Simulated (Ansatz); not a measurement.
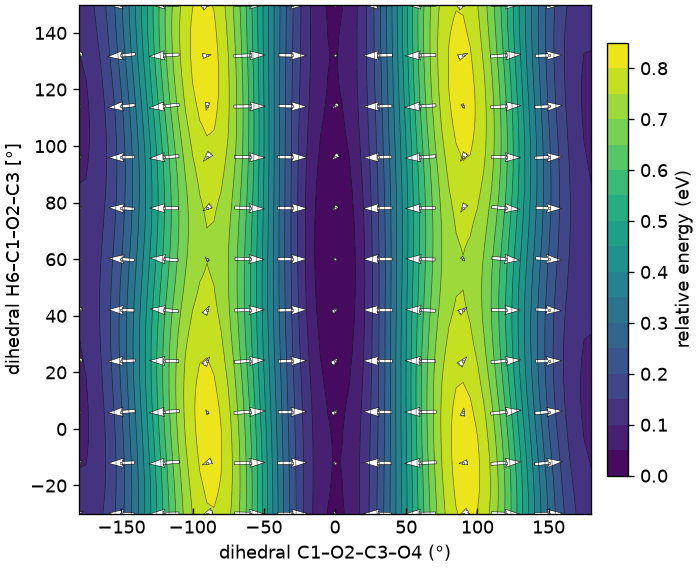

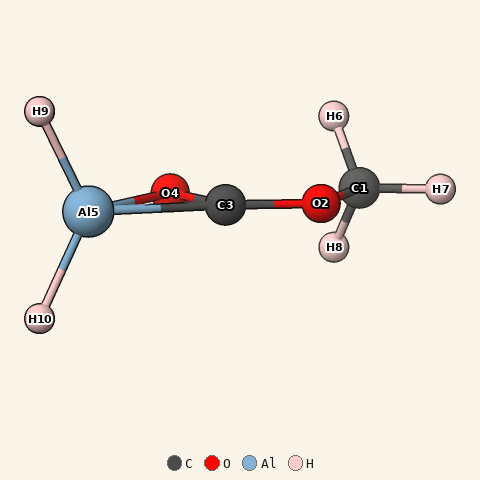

Energy landscape of C₂H₅AlO₂. The first coordinate is: dihedral C1–O2–C3–O4; the second: dihedral H6–C1–O2–C3. Nothing is relaxed (all other coordinates rigid). The grid has 12 × 11 points. Points are written as (first, second). Energies: eV, counted from the relaxed molecule at the same level. Computed with Ansatz 0.2.0, RKS SPW92 (LDA)/def2-TZVP.

Drawn: filled contours, dots at the grid points, arrows along the force (downhill), their lengths compressed. Between grid points the surface is interpolated. The second picture is the structure at the lowest point.

> Describe this landscape.

The lowest grid point is at (0°, 60°), 0.00 eV from the relaxed molecule at the same level. The energy also falls towards the edge at (0°, −30°) (0.041 eV above the lowest) and (0°, 150°) (0.041 eV above the lowest), where a further well may lie outside the range. There are further wells near (−180°, 6°) (0.09 eV above the lowest at that grid point); (−180°, 114°) (0.09 eV above the lowest at that grid point). The highest grid point, (−90°, 132°), lies 0.83 eV above the lowest. On the interpolated surface the easiest way out of the lowest well to the well at (−180°, 6°) passes a barrier of about 0.75 eV.

The values on the grid:

```
dihedral H6–C1–O2–C3 ↓, dihedral C1–O2–C3–O4 →  −180  −150  −120   −90   −60   −30     0    30    60    90   120   150
                                           150  0.12  0.29  0.64  0.81  0.57  0.21  0.04  0.23  0.62  0.79  0.56  0.23
                                           132  0.10  0.27  0.63  0.83  0.58  0.20  0.05  0.22  0.62  0.82  0.58  0.23
                                           114  0.09  0.24  0.60  0.82  0.59  0.20  0.04  0.22  0.60  0.82  0.60  0.25
                                            96  0.09  0.23  0.56  0.79  0.59  0.19  0.02  0.21  0.58  0.80  0.61  0.26
                                            78  0.10  0.23  0.55  0.76  0.58  0.19  0.01  0.20  0.56  0.77  0.59  0.26
                                            60  0.11  0.25  0.56  0.75  0.56  0.19  0.00  0.19  0.56  0.75  0.56  0.25
                                            42  0.10  0.26  0.59  0.77  0.56  0.20  0.01  0.19  0.58  0.76  0.55  0.23
                                            24  0.09  0.26  0.61  0.80  0.58  0.21  0.02  0.19  0.59  0.79  0.56  0.23
                                             6  0.09  0.25  0.60  0.82  0.60  0.22  0.04  0.20  0.59  0.82  0.60  0.24
                                           −12  0.10  0.23  0.58  0.82  0.62  0.22  0.05  0.20  0.58  0.83  0.63  0.27
                                           −30  0.12  0.23  0.56  0.79  0.62  0.23  0.04  0.21  0.57  0.81  0.64  0.29
```

Each point was launched as `ansatz run input.yaml --threads 1 --pin off --max-ram 2560MiB --backend cpu --events-out ev --progress --plain --runs-dir out`. Time for the 132 points that were run: 12 min on 1 thread of Arm Neoverse V1, on a shared host.
